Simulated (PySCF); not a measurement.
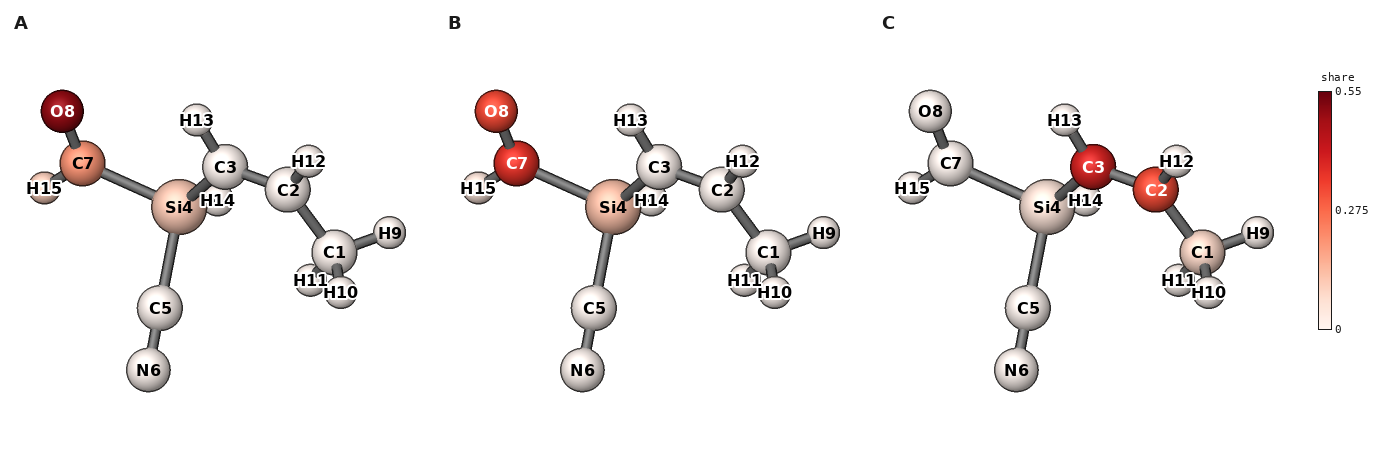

Each panel colours the atoms by their Löwdin share in one orbital (up to four of the largest shares; other atoms are shown as zero). Computed geometry: GFN2-xTB optimisation. No frequency run is at hand to confirm it as a minimum. Method: PBE0/def2-SVPD (PySCF 2.14.0).

> The panels show the HOMO−1, HOMO, LUMO, in some order. Which is which?

A: HOMO, −7.53 eV; O8 0.50, C7 0.20, Si4 0.11, H15 0.10
B: LUMO, −2.15 eV; C7 0.36, O8 0.32, Si4 0.12, H15 0.05
C: HOMO−1, −8.25 eV; C3 0.39, C2 0.32, C1 0.08, Si4 0.05

The geometry is semi-empirical. Around Si such bond lengths and angles can be off by a tenth of an ångström or more and by several degrees, and values that hang on the shape move with them.
